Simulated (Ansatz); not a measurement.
**Run report: W8HC8O, geometry relaxation (part 1 of 3)**

- system: W8HC8O (slab, 18 atoms in the cell)
- method: DFT PBEsol, scalar-relativistic, plane waves, PAW, PAW set soft_1, no spin polarisation (Ansatz 0.2.0)

The structure derives from an entry of the Crystallography Open Database. The input holds or restrains some coordinates. Forces given for the steps count only the free coordinates. It belongs to a series of runs on one base structure; here: end point A relaxed.

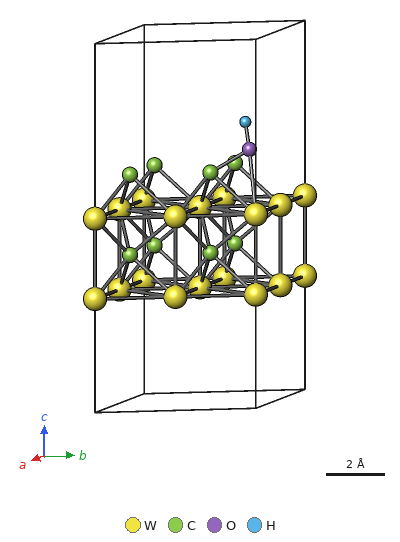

The starting structure (ball-and-stick view of the cell of the calculation, with the vacuum cut short, seen slightly off an axis). An atom can appear more than once, as a periodic image.

The input:
```yaml
crystal:
  lattice:
    - [5.73086, 0.0, 0.0]
    - [-2.86543, 4.96307, 0.0]
    - [0.0, 0.0, 15.216395]
  atoms:
    - { symbol: W, position: [0.0, 0.0, 0.0657186] }
    - { symbol: C, position: [0.3333333, 0.1666667, 0.1580838] }
    - { symbol: W, position: [0.0, 0.0, 0.2504489] }
    - { symbol: C, position: [0.3333333, 0.1666667, 0.3428141] }
    - { symbol: W, position: [0.0, 0.5, 0.0657186] }
    - { symbol: C, position: [0.3333333, 0.6666667, 0.1580838] }
    - { symbol: W, position: [0.0, 0.5, 0.2504489] }
    - { symbol: C, position: [0.3333333, 0.6666667, 0.3428141] }
    - { symbol: W, position: [0.5, 0.0, 0.0657186] }
    - { symbol: C, position: [0.8333333, 0.1666667, 0.1580838] }
    - { symbol: W, position: [0.5, 0.0, 0.2504489] }
    - { symbol: C, position: [0.8333333, 0.1666667, 0.3428141] }
    - { symbol: W, position: [0.5, 0.5, 0.0657186] }
    - { symbol: C, position: [0.8333333, 0.6666667, 0.1580838] }
    - { symbol: W, position: [0.5, 0.5, 0.2504489] }
    - { symbol: C, position: [0.8333333, 0.6666667, 0.3428141] }
    - { symbol: O, position: [0.8290239, 0.9076582, 0.3934174] }
    - { symbol: H, position: [0.7708074, 0.8644626, 0.4545357] }
basis:
  ecutwfc: 420.0
kpoints:
  mp_grid: { grid: [5, 5, 1] }
hamiltonian:
  xc: pbesol
  pseudopotentials: { kind: paw, azcp: { folder: soft_1 } }
scf:
  occupations: { method: gaussian, width: 0.1 }
  lower_state_search: "off"
relax:
  f_tol: 0.03
  max_steps: 60
  adjacent_minimum: "off"
  constraints: [{ sites: [0, 4, 8, 12] }]
output:
  write_density: true
  write_potential: true
  elf: true
  volumetric_format: npy
```

Launched with:
```bash
ansatz run input.yaml --threads 4 --pin off --max-ram 10240MiB --backend cpu --events-out ev --progress --plain --runs-dir out
```

What the program printed:
```
Warning: [file] the record states the generating functional pbe (its physics header spells it `PBE`), which answers neither for hamiltonian.xc's functional nor for the pbesol family's — results may be inconsistent (PPs are generated against a specific XC)
Warning: [file] the record states the generating functional pbe (its physics header spells it `PBE`), which answers neither for hamiltonian.xc's functional nor for the pbesol family's — results may be inconsistent (PPs are generated against a specific XC)
Warning: [file] the record states the generating functional pbe (its physics header spells it `PBE`), which answers neither for hamiltonian.xc's functional nor for the pbesol family's — results may be inconsistent (PPs are generated against a specific XC)
Warning: [file] the record states the generating functional pbe (its physics header spells it `PBE`), which answers neither for hamiltonian.xc's functional nor for the pbesol family's — results may be inconsistent (PPs are generated against a specific XC)
Engine: ansatz 0.2.0, aarch64-unknown-linux-gnu
Pseudopotentials: kind: paw
Pseudopotential: W, paw, valence charge 14, recommended cutoff 420 eV (normal), [file]
Pseudopotential: C, paw, valence charge 4, recommended cutoff 420 eV (normal), [file]
Pseudopotential: O, paw, valence charge 6, recommended cutoff 420 eV (normal), [file]
Pseudopotential: H, paw, valence charge 1, recommended cutoff 420 eV (normal), [file]
Functional definition: PBEsol
  exchange = pbesol_x
  correlation = pbesol_c
Crystal: 18 atoms, lattice volume = 432.795 Å³
Basis set: ecut = 420 eV, 8499 PW (Γ), exchange–correlation on 80×80×216 points (8 copies of the dense FFT grid, shifted against one another)
Bands: 94, of which v1, the nominal top of the filled ones, is band 76 counted from 1 (75 counted from 0)
Symmetry: 1 space group operations
Space group: P1 (ITA 1), of the structure as read, at distance tolerance 7.6e-5 Å
k-points: 13 of 25 (time reversal used)
Non-local potential: W, projectors of the file, l = 0: 3, l = 1: 2, l = 2: 2, l = 3: 1
Non-local potential: C, projectors of the file, l = 0: 2, l = 1: 2, l = 2: 1
Non-local potential: O, projectors of the file, l = 0: 2, l = 1: 2, l = 2: 1
Non-local potential: H, projectors of the file, l = 0: 2, l = 1: 1
PAW form: soft (Blöchl's): semilocal exchange-correlation on the pseudo side does not see the compensation charge
PAW frozen core: W, regenerated for the run's functional, and the local potential with it (the file was generated under x = pbe(κ = 0.804, μ = 0.2195149727645171), c = pbe(β = 0.06672455060314922))
PAW frozen core: C, regenerated for the run's functional, and the local potential with it (the file was generated under x = pbe(κ = 0.804, μ = 0.2195149727645171), c = pbe(β = 0.06672455060314922))
PAW frozen core: O, regenerated for the run's functional, and the local potential with it (the file was generated under x = pbe(κ = 0.804, μ = 0.2195149727645171), c = pbe(β = 0.06672455060314922))
PAW one-centre angular grid: W, 590 points (default); XC on 64 Gauss nodes
PAW one-centre angular grid: C, 110 points (default); XC on 64 Gauss nodes
PAW one-centre angular grid: O, 110 points (default); XC on 64 Gauss nodes
PAW one-centre angular grid: H, 110 points (default); XC on 64 Gauss nodes
Initial density: superposition of atomic densities (neutral atoms: chi_scale 0, normalization atom)
Initial wavefunctions: pseudopotential atomic-orbital guess
Functional: x = pbesol(κ = 0.804, μ = 0.12345679012345678), c = pbesol(β = 0.046)
SCF iter   1: F=—  HF=-84603.706943 eV  |F-HF|=—  |Δ(HF+E_count)|=         —  Δρ=8.32e-2  dr2=1.02e2  ethr=3.10e-3  ⟨swp⟩=7.7  Hψ=6200  notcnv=0  defer=17
preconditioner: auto → LDOS  [metal: Δε(μ)=0.058 eV  Ē_g=8.496 eV  σ=0.100 eV  W_gap=0.31  n_scr=82 (ndim 8)  ℏωp=16.6 eV  f_vac=0.468  D(μ)=6.77/eV (n_scr^D=38)  β→1.0]
SCF iter   2: F=—  HF=-84610.479370 eV  |F-HF|=—  |Δ(HF+E_count)|=    6.77e0  Δρ=1.04e-1  dr2=1.34e2  ethr=3.10e-3  ⟨swp⟩=6.3  Hψ=3713  notcnv=0  defer=121
SCF iter   3: F=—  HF=-84591.779555 eV  |F-HF|=—  |Δ(HF+E_count)|=    1.87e1  Δρ=2.20e-2  dr2=5.00e0  ethr=3.10e-3  ⟨swp⟩=4.2  Hψ=2979  notcnv=0  defer=114
SCF iter   4: F=—  HF=-84591.176786 eV  |F-HF|=—  |Δ(HF+E_count)|=   6.03e-1  Δρ=4.88e-3  dr2=2.13e-1  ethr=3.10e-3  ⟨swp⟩=2.2  Hψ=2078  notcnv=0  defer=120
SCF iter   5: F=—  HF=-84591.151526 eV  |F-HF|=—  |Δ(HF+E_count)|=   2.53e-2  Δρ=2.33e-3  dr2=2.42e-2  ethr=1.41e-4  ⟨swp⟩=2.6  Hψ=2206  notcnv=0  defer=122
SCF iter   6: F=—  HF=-84591.150292 eV  |F-HF|=—  |Δ(HF+E_count)|=   1.23e-3  Δρ=1.44e-3  dr2=2.26e-2  ethr=1.60e-5  ⟨swp⟩=2.2  Hψ=1765  notcnv=0  defer=122
SCF iter   7: F=—  HF=-84591.149191 eV  |F-HF|=—  |Δ(HF+E_count)|=   1.10e-3  Δρ=6.92e-4  dr2=3.92e-3  ethr=1.50e-5  ⟨swp⟩=2.0  Hψ=1303  notcnv=0  defer=122
SCF iter   8: F=—  HF=-84591.149386 eV  |F-HF|=—  |Δ(HF+E_count)|=   1.96e-4  Δρ=2.63e-4  dr2=5.89e-4  ethr=2.60e-6  ⟨swp⟩=2.0  Hψ=1703  notcnv=0  defer=122
SCF iter   9: F=—  HF=-84591.149353 eV  |F-HF|=—  |Δ(HF+E_count)|=   3.31e-5  Δρ=1.19e-4  dr2=9.96e-5  ethr=3.90e-7  ⟨swp⟩=2.0  Hψ=1638  notcnv=0  defer=122
SCF iter  10: F=-84591.149344 eV  HF=-84591.149359 eV  |F-HF|=1.53e-5  |Δ(HF+E_count)|=   5.61e-6  Δρ=4.38e-5  dr2=1.82e-5  ethr=1.49e-8  ⟨swp⟩=13.5  Hψ=12467  notcnv=0
SCF 1 converged in 10 iterations: F = -84591.149344 eV  dr2 = 1.82e-5
  greatest PAW one-centre occupation: 0.999 electrons in one spin orbital (limit 2), on the W atom at site 14 (counted from 0), in its partial waves of l = 0
relax step   1: F+E_penalty+E_count = -84591.14934369 eV  Δ(F+E_penalty+E_count) = +0.000e0 eV  max|allowed force component| = 4.136e0 eV/Å  Δτ_max = 0.0000 Å  (10 SCF iters, dr2 threshold 2.25e-5 eV, accepted)
Initial density: handed on by an earlier stage of this run
Initial wavefunctions: those handed on with the density
iter 1 solved again at ethr=1.01e-3 eV; its pass at ethr=3.10e-3 eV (dr2=1.52e0 eV) is discarded
SCF iter   1: F=—  HF=-84593.919863 eV  |F-HF|=—  |Δ(HF+E_count)|=         —  Δρ=1.71e-2  dr2=1.55e0  ethr=1.01e-3  ⟨swp⟩=1.7  Hψ=4110  notcnv=0  defer=132
preconditioner: auto → LDOS  [metal: Δε(μ)=0.041 eV  Ē_g=7.825 eV  σ=0.100 eV  W_gap=0.22  n_scr=82 (ndim 8)  ℏωp=16.6 eV  f_vac=0.487  D(μ)=5.91/eV (n_scr^D=36)  β→1.0]
SCF iter   2: F=—  HF=-84593.932630 eV  |F-HF|=—  |Δ(HF+E_count)|=   1.28e-2  Δρ=1.48e-2  dr2=2.50e0  ethr=1.01e-3  ⟨swp⟩=3.3  Hψ=2370  notcnv=0  defer=132
SCF iter   3: F=—  HF=-84593.554495 eV  |F-HF|=—  |Δ(HF+E_count)|=   3.78e-1  Δρ=1.82e-3  dr2=2.03e-2  ethr=1.01e-3  ⟨swp⟩=2.1  Hψ=2011  notcnv=0  defer=131
SCF iter   4: F=—  HF=-84593.555974 eV  |F-HF|=—  |Δ(HF+E_count)|=   1.48e-3  Δρ=6.08e-4  dr2=3.17e-3  ethr=1.35e-5  ⟨swp⟩=3.1  Hψ=2057  notcnv=0  defer=131
SCF iter   5: F=—  HF=-84593.555771 eV  |F-HF|=—  |Δ(HF+E_count)|=   2.03e-4  Δρ=2.36e-4  dr2=4.56e-4  ethr=2.10e-6  ⟨swp⟩=3.1  Hψ=2192  notcnv=0  defer=131
SCF iter   6: F=-84593.555762 eV  HF=-84593.555773 eV  |F-HF|=1.11e-5  |Δ(HF+E_count)|=   2.11e-6  Δρ=7.23e-5  dr2=3.11e-5  ethr=6.62e-8  ⟨swp⟩=12.0  Hψ=11998  notcnv=0
SCF 2 converged in 6 iterations: F = -84593.555762 eV  dr2 = 3.11e-5
[...]
relax step   2: F+E_penalty+E_count = -84593.55576209 eV  Δ(F+E_penalty+E_count) = -2.406e0 eV  max|allowed force component| = 1.623e0 eV/Å  Δτ_max = 0.1948 Å  (6 SCF iters, dr2 threshold 1.00e-4 eV, accepted)
preconditioner: auto → LDOS  [insulator: Δε(μ)=0.200 eV  Ē_g=7.873 eV  σ=0.100 eV  W_gap=0.69  n_scr=82 (ndim 8)  ℏωp=16.6 eV  f_vac=0.490  D(μ)=5.13/eV (n_scr^D=24)  ε∞_Penn≈5.5  β→1.0]
  greatest PAW one-centre occupation: 0.999 electrons in one spin orbital (limit 2), on the W atom at site 2 (counted from 0), in its partial waves of l = 0
relax step   3: F+E_penalty+E_count = -84594.18514883 eV  Δ(F+E_penalty+E_count) = -6.294e-1 eV  max|allowed force component| = 1.525e0 eV/Å  Δτ_max = 0.1947 Å  (7 SCF iters, dr2 threshold 1.00e-4 eV, accepted)
preconditioner: auto → LDOS  [insulator: Δε(μ)=0.194 eV  Ē_g=7.832 eV  σ=0.100 eV  W_gap=0.54  n_scr=82 (ndim 8)  ℏωp=16.6 eV  f_vac=0.489  D(μ)=5.01/eV (n_scr^D=24)  ε∞_Penn≈5.5  β→1.0]
relax step   4: F+E_penalty+E_count = -84594.44051495 eV  Δ(F+E_penalty+E_count) = -2.554e-1 eV  max|allowed force component| = 1.103e0 eV/Å  Δτ_max = 0.1973 Å  (6 SCF iters, dr2 threshold 1.00e-4 eV, accepted)
preconditioner: auto → LDOS  [metal: Δε(μ)=0.066 eV  Ē_g=7.818 eV  σ=0.100 eV  W_gap=0.36  n_scr=82 (ndim 8)  ℏωp=16.6 eV  f_vac=0.489  D(μ)=4.75/eV (n_scr^D=24)  β→1.0]
relax step   5: F+E_penalty+E_count = -84594.56217954 eV  Δ(F+E_penalty+E_count) = -1.217e-1 eV  max|allowed force component| = 7.146e-1 eV/Å  Δτ_max = 0.1975 Å  (6 SCF iters, dr2 threshold 1.00e-4 eV, accepted)
preconditioner: auto → LDOS  [insulator: Δε(μ)=0.196 eV  Ē_g=7.820 eV  σ=0.100 eV  W_gap=0.57  n_scr=82 (ndim 8)  ℏωp=16.6 eV  f_vac=0.489  D(μ)=5.26/eV (n_scr^D=24)  ε∞_Penn≈5.5  β→1.0]
relax step   6: F+E_penalty+E_count = -84594.65885232 eV  Δ(F+E_penalty+E_count) = -9.667e-2 eV  max|allowed force component| = 8.553e-1 eV/Å  Δτ_max = 0.1464 Å  (5 SCF iters, dr2 threshold 1.00e-4 eV, accepted)
preconditioner: auto → LDOS  [insulator: Δε(μ)=0.123 eV  Ē_g=7.806 eV  σ=0.100 eV  W_gap=0.61  n_scr=82 (ndim 8)  ℏωp=16.6 eV  f_vac=0.489  D(μ)=4.47/eV (n_scr^D=24)  ε∞_Penn≈5.5  β→1.0]
relax step   7: F+E_penalty+E_count = -84594.93105324 eV  Δ(F+E_penalty+E_count) = -2.722e-1 eV  max|allowed force component| = 1.734e0 eV/Å  Δτ_max = 0.2000 Å  (6 SCF iters, dr2 threshold 1.00e-4 eV, accepted)
preconditioner: auto → LDOS  [metal: Δε(μ)=0.096 eV  Ē_g=7.804 eV  σ=0.100 eV  W_gap=0.50  n_scr=82 (ndim 8)  ℏωp=16.6 eV  f_vac=0.488  D(μ)=4.75/eV (n_scr^D=24)  β→1.0]
relax step   8: F+E_penalty+E_count = -84595.48263109 eV  Δ(F+E_penalty+E_count) = -5.516e-1 eV  max|allowed force component| = 2.089e0 eV/Å  Δτ_max = 0.1947 Å  (6 SCF iters, dr2 threshold 1.00e-4 eV, accepted)
preconditioner: auto → LDOS  [insulator: Δε(μ)=0.198 eV  Ē_g=7.833 eV  σ=0.100 eV  W_gap=0.66  n_scr=82 (ndim 8)  ℏωp=16.6 eV  f_vac=0.489  D(μ)=5.33/eV (n_scr^D=24)  ε∞_Penn≈5.5  β→1.0]
relax step   9: F+E_penalty+E_count = -84595.99677158 eV  Δ(F+E_penalty+E_count) = -5.141e-1 eV  max|allowed force component| = 1.429e0 eV/Å  Δτ_max = 0.1970 Å  (6 SCF iters, dr2 threshold 1.00e-4 eV, accepted)
preconditioner: auto → LDOS  [insulator: Δε(μ)=0.215 eV  Ē_g=7.824 eV  σ=0.100 eV  W_gap=0.64  n_scr=82 (ndim 8)  ℏωp=16.6 eV  f_vac=0.488  D(μ)=5.11/eV (n_scr^D=24)  ε∞_Penn≈5.5  β→1.0]
relax step  10: F+E_penalty+E_count = -84596.26883365 eV  Δ(F+E_penalty+E_count) = -2.721e-1 eV  max|allowed force component| = 1.192e0 eV/Å  Δτ_max = 0.1937 Å  (6 SCF iters, dr2 threshold 1.00e-4 eV, accepted)
preconditioner: auto → LDOS  [insulator: Δε(μ)=0.224 eV  Ē_g=7.839 eV  σ=0.100 eV  W_gap=0.63  n_scr=82 (ndim 8)  ℏωp=16.6 eV  f_vac=0.488  D(μ)=4.95/eV (n_scr^D=24)  ε∞_Penn≈5.5  β→1.0]
relax step  11: F+E_penalty+E_count = -84596.47505872 eV  Δ(F+E_penalty+E_count) = -2.062e-1 eV  max|allowed force component| = 7.588e-1 eV/Å  Δτ_max = 0.2000 Å  (6 SCF iters, dr2 threshold 1.00e-4 eV, accepted)
preconditioner: auto → LDOS  [insulator: Δε(μ)=0.225 eV  Ē_g=7.850 eV  σ=0.100 eV  W_gap=0.64  n_scr=82 (ndim 8)  ℏωp=16.6 eV  f_vac=0.488  D(μ)=5.07/eV (n_scr^D=24)  ε∞_Penn≈5.5  β→1.0]
relax step  12: F+E_penalty+E_count = -84596.59552285 eV  Δ(F+E_penalty+E_count) = -1.205e-1 eV  max|allowed force component| = 3.654e-1 eV/Å  Δτ_max = 0.2000 Å  (6 SCF iters, dr2 threshold 1.00e-4 eV, accepted)
preconditioner: auto → LDOS  [insulator: Δε(μ)=0.224 eV  Ē_g=7.856 eV  σ=0.100 eV  W_gap=0.64  n_scr=82 (ndim 8)  ℏωp=16.6 eV  f_vac=0.487  D(μ)=5.12/eV (n_scr^D=24)  ε∞_Penn≈5.5  β→1.0]
  greatest PAW one-centre occupation: 0.999 electrons in one spin orbital (limit 2), on the W atom at site 6 (counted from 0), in its partial waves of l = 0
relax step  13: F+E_penalty+E_count = -84596.63143102 eV  Δ(F+E_penalty+E_count) = -3.591e-2 eV  max|allowed force component| = 1.604e-1 eV/Å  Δτ_max = 0.1882 Å  (6 SCF iters, dr2 threshold 3.10e-5 eV, accepted)
preconditioner: auto → LDOS  [insulator: Δε(μ)=0.225 eV  Ē_g=7.842 eV  σ=0.100 eV  W_gap=0.65  n_scr=82 (ndim 8)  ℏωp=16.6 eV  f_vac=0.486  D(μ)=5.21/eV (n_scr^D=24)  ε∞_Penn≈5.5  β→1.0]
  Residual-converged pass: ⟨swp⟩=1.0  Hψ=1274  notcnv=0  max |occ|·‖R‖ = 7.1e-9 eV (tolerance 1.0e-8 eV)  dr2=7.30e-7  dr2_onsite=9.93e-9  max |Δocc| = 1.3e-10
relax step  14: F+E_penalty+E_count = -84596.63505792 eV  Δ(F+E_penalty+E_count) = -3.627e-3 eV  max|allowed force component| = 2.726e-1 eV/Å  Δτ_max = 0.0468 Å  (6 SCF iters, dr2 threshold 4.95e-6 eV, accepted)
preconditioner: auto → LDOS  [insulator: Δε(μ)=0.225 eV  Ē_g=7.853 eV  σ=0.100 eV  W_gap=0.65  n_scr=82 (ndim 8)  ℏωp=16.6 eV  f_vac=0.486  D(μ)=5.26/eV (n_scr^D=24)  ε∞_Penn≈5.5  β→1.0]
relax step  15: F+E_penalty+E_count = -84596.63279905 eV  Δ(F+E_penalty+E_count) = +2.259e-3 eV  max|allowed force component| = 3.920e-1 eV/Å  Δτ_max = 0.2000 Å  (6 SCF iters, dr2 threshold 1.43e-5 eV, rejected (line search))
preconditioner: auto → LDOS  [insulator: Δε(μ)=0.224 eV  Ē_g=7.847 eV  σ=0.100 eV  W_gap=0.64  n_scr=82 (ndim 8)  ℏωp=16.6 eV  f_vac=0.486  D(μ)=5.19/eV (n_scr^D=24)  ε∞_Penn≈5.5  β→1.0]
relax step  16: F+E_penalty+E_count = -84596.63840853 eV  Δ(F+E_penalty+E_count) = -3.351e-3 eV  max|allowed force component| = 6.507e-2 eV/Å  Δτ_max = 0.1000 Å  (8 SCF iters, accepted)
preconditioner: auto → LDOS  [insulator: Δε(μ)=0.224 eV  Ē_g=7.852 eV  σ=0.100 eV  W_gap=0.65  n_scr=82 (ndim 8)  ℏωp=16.6 eV  f_vac=0.486  D(μ)=5.22/eV (n_scr^D=24)  ε∞_Penn≈5.5  β→1.0]
relax step  17: F+E_penalty+E_count = -84596.63880062 eV  Δ(F+E_penalty+E_count) = -3.921e-4 eV  max|allowed force component| = 1.005e-1 eV/Å  Δτ_max = 0.0952 Å  (8 SCF iters, accepted)
preconditioner: auto → LDOS  [insulator: Δε(μ)=0.225 eV  Ē_g=7.851 eV  σ=0.100 eV  W_gap=0.65  n_scr=82 (ndim 8)  ℏωp=16.6 eV  f_vac=0.486  D(μ)=5.21/eV (n_scr^D=24)  ε∞_Penn≈5.5  β→1.0]
relax step  18: F+E_penalty+E_count = -84596.64036370 eV  Δ(F+E_penalty+E_count) = -1.563e-3 eV  max|allowed force component| = 1.323e-2 eV/Å  Δτ_max = 0.0580 Å  (7 SCF iters, accepted)
preconditioner: auto → LDOS  [insulator: Δε(μ)=0.225 eV  Ē_g=7.850 eV  σ=0.100 eV  W_gap=0.65  n_scr=82 (ndim 8)  ℏωp=16.6 eV  f_vac=0.486  D(μ)=5.23/eV (n_scr^D=24)  ε∞_Penn≈5.5  β→1.0]
relax step  19: F+E_penalty+E_count = -84596.64047795 eV  Δ(F+E_penalty+E_count) = -1.142e-4 eV  max|allowed force component| = 4.768e-2 eV/Å  Δτ_max = 0.0447 Å  (6 SCF iters, accepted)
preconditioner: auto → LDOS  [insulator: Δε(μ)=0.225 eV  Ē_g=7.852 eV  σ=0.100 eV  W_gap=0.65  n_scr=82 (ndim 8)  ℏωp=16.6 eV  f_vac=0.486  D(μ)=5.22/eV (n_scr^D=24)  ε∞_Penn≈5.5  β→1.0]
relax step  20: F+E_penalty+E_count = -84596.64054389 eV  Δ(F+E_penalty+E_count) = -6.595e-5 eV  max|allowed force component| = 1.727e-2 eV/Å  Δτ_max = 0.0151 Å  (6 SCF iters, accepted)
```

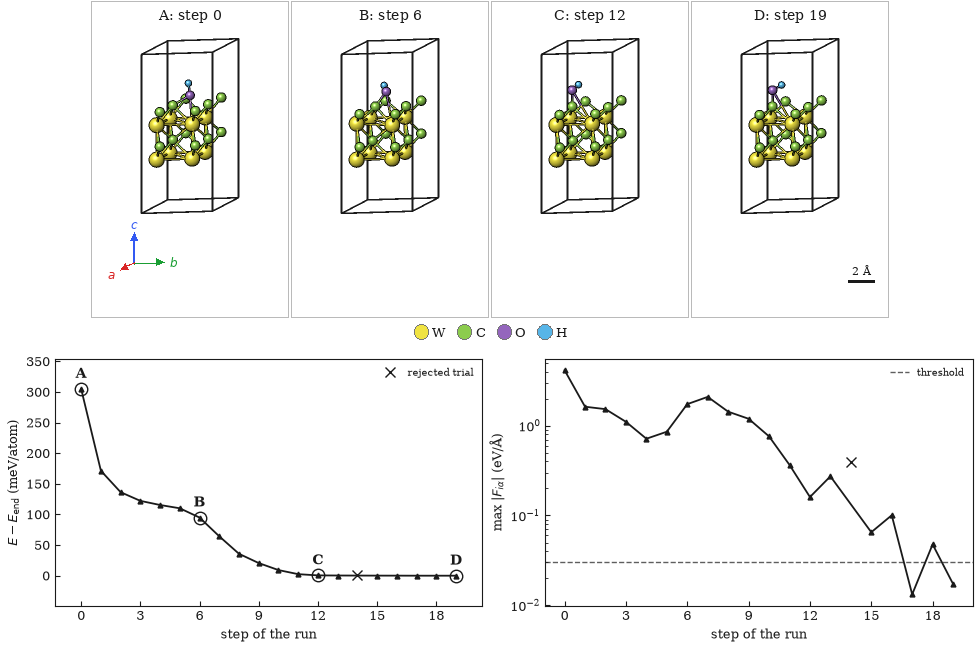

Frames of the restrained relaxation (ball-and-stick view of the cell of the calculation, with the vacuum cut short (origin shifted), seen slightly off an axis) above the curves, on which the letters mark them (the first geometry is step 0 here and step 1 in the log).
